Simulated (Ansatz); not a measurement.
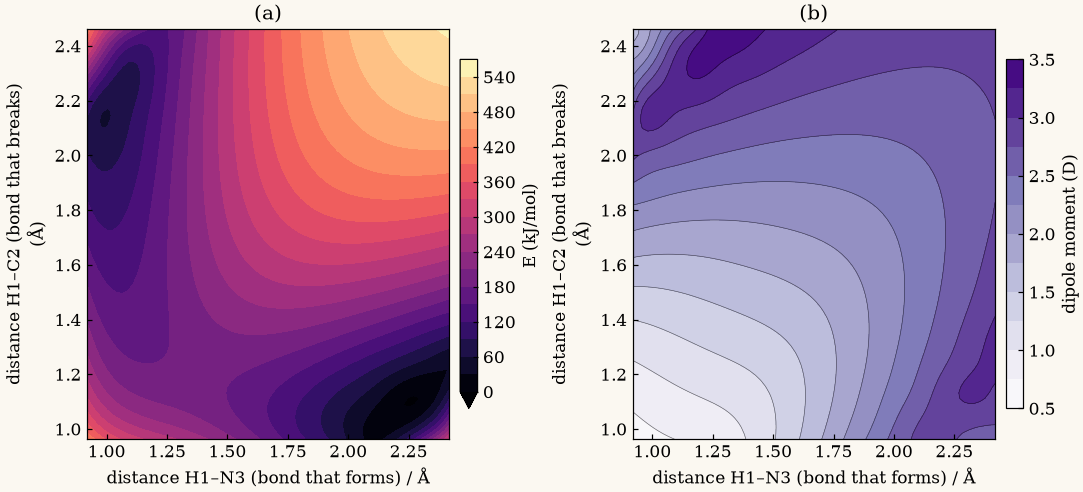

The reacting system CHN (one molecule; an intramolecular 1,2-shift). 
- First axis: distance H1–N3 (bond that forms). Second axis: distance H1–C2 (bond that breaks).
- Relaxed at each point: all other coordinates.
- The grid has 13 × 13 points.
- Points are written as (first, second).
- Energies: kJ/mol, counted from the lowest grid point.
- The reference is spin-restricted, so regions where a bond is pulled apart into radicals lie too high.
- Level of theory: RKS PBE-D4/def2-TZVP in Ansatz 0.2.0.

Panel (a) is the energy and panel (b) the computed dipole moment on the same grid.

The picture shows filled contours. Between grid points the surface is interpolated.

How does the dipole moment vary over the map, and what is it at the lowest grid point?

Answer. Leaving out the highest fifth of the energies, it runs from 0.74 D at (1.078 Å, 0.963 Å) to 3.49 D at (1.298 Å, 2.463 Å). At the lowest grid point, (2.263 Å, 1.123 Å), it is 2.99 D.
